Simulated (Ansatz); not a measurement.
## Electronic structure of BrCl4FHTa in real space

The calculation's input:

```
crystal:
  periodic: [false, false, false]
  atoms:
    - { symbol: Ta, position_ang: [-0.154395, 0.127832, 0.111538] }
    - { symbol: Cl, position_ang: [2.218085, 0.696461, 0.259512] }
    - { symbol: Cl, position_ang: [-0.228938, 0.090913, 2.43157] }
    - { symbol: F, position_ang: [0.374328, -0.840654, -1.416777] }
    - { symbol: Cl, position_ang: [-0.978903, 2.137884, -0.5407] }
    - { symbol: Cl, position_ang: [-2.121674, -1.12763, 0.052118] }
    - { symbol: Br, position_ang: [1.836571, -3.022854, 1.066568] }
    - { symbol: H, position_ang: [2.640726, -1.757151, 0.90127] }
basis:
  gaussian: { orbitals: def2-SVP }
hamiltonian:
  xc: pbe
relax:
  f_tol: 0.03
  max_steps: 50
output:
  orbitals: {}
```

Launched as:

```sh
ansatz run input.yaml --threads 4 --pin off --max-ram 5120MiB --backend cpu --events-out ev --progress --plain --runs-dir out
```

The fields are those of the run's last geometry, not of the input's.

Core potentials replace the inner electrons of Ta.

Level of theory: RKS PBE/def2-SVP in Ansatz 0.2.0.

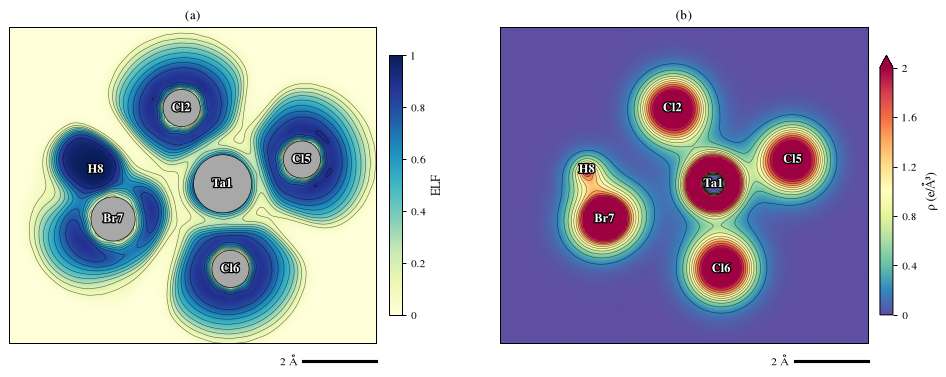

Figure 1. (a) ELF; (b) electron density on the plane of atoms Cl2, Ta1 and Br7. Grey discs cover the atomic cores in the ELF map.

Interpret the plot.

Answer. The plane passes through Ta, Cl, Br and H nuclei.
Ta–Cl (2.27 Å): ρ at the midpoint is about 0.7 e/Å³; the ELF peaks at about 0.85 in the valence shell of Cl, 0.8 Å from its nucleus, and is about 0.40 at the midpoint.
Ta–Br (3.15 Å): the density is about 0.15 e/Å³ at the midpoint; the ELF peaks at about 0.85 in the valence shell of Br, 1.1 Å from its nucleus, and is about 0.25 at the midpoint.
Br–H (1.44 Å): ρ at the midpoint is about 1.6 e/Å³; the ELF climbs to about 1 towards the hydrogen, as it does in any bond to H.
Ta–Cl (2.36 Å): the density is about 0.6 e/Å³ at the midpoint; the ELF peaks at about 0.85 in the valence shell of Cl, 0.9 Å from its nucleus, and is about 0.35 at the midpoint.

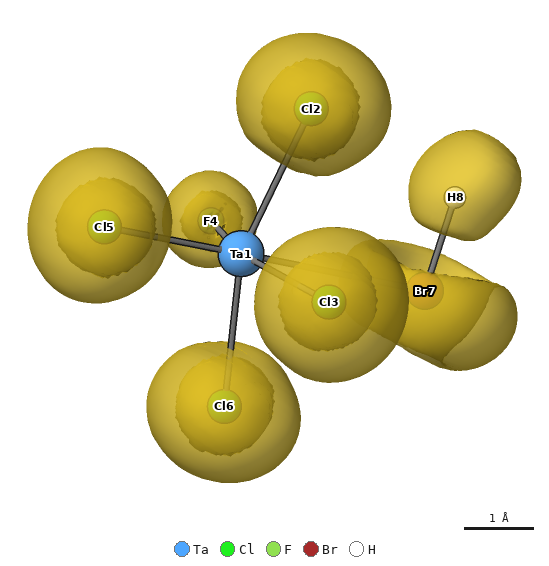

Figure 2. Isosurface of the electron localisation function at 0.8 (yellow), seen at a tilt. Only the valence region is drawn (cores and ρ < 0.01 e/Å³ removed).

Identify the bonds, lone pairs and shells in this picture.

Answer. The ELF exceeds this value in one region around a hydrogen nucleus, one region wrapped around Br (its valence shell), four regions wrapped around Cl (the valence shell of each) and one region wrapped around F (its valence shell). Profiles from the grid: Ta–F (1.90 Å): the ELF peaks at about 0.85 in the valence shell of F, 0.5 Å from its nucleus, and drops to about 0.25 between the two atoms.

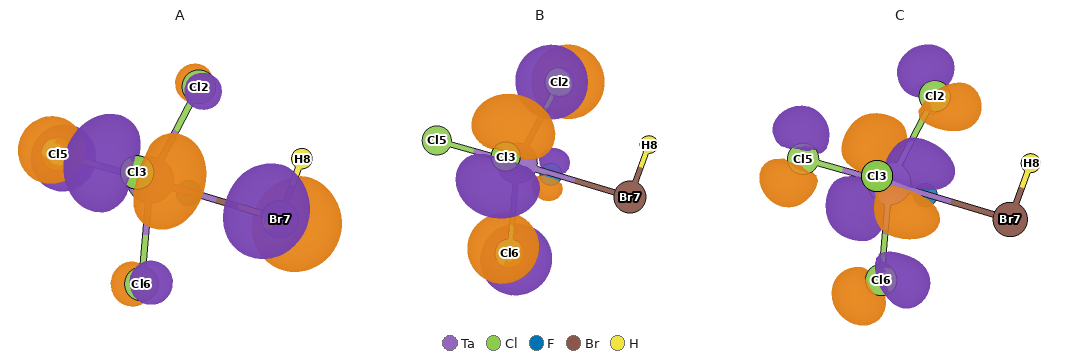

Figure 3. Three frontier orbitals at ±0.1 Å⁻³ᐟ² (orange and purple are the two phases), in no order.

Which picture is the HOMO−1, the HOMO and the LUMO?

Answer. A is the HOMO−1 (−7.93 eV). It lies mainly on Cl3 (about 45 %), Br7 (about 30 %) and Cl5 (about 10 %); largely a combination of lone pairs on Cl3, Br7 and Cl5. B is the HOMO (−7.47 eV). It lies mainly on Cl3 (about 45 %), Cl2 (about 25 %) and Cl6 (about 25 %); largely a combination of lone pairs on Cl3, Cl2 and Cl6. C is the LUMO (−4.20 eV). It lies mainly on Ta1 (about 60 %), Cl5 (about 10 %), Cl6 (about 10 %) and Cl2 (about 10 %).

What is the HOMO–LUMO gap?

Answer. 3.27 eV between the orbital energies.
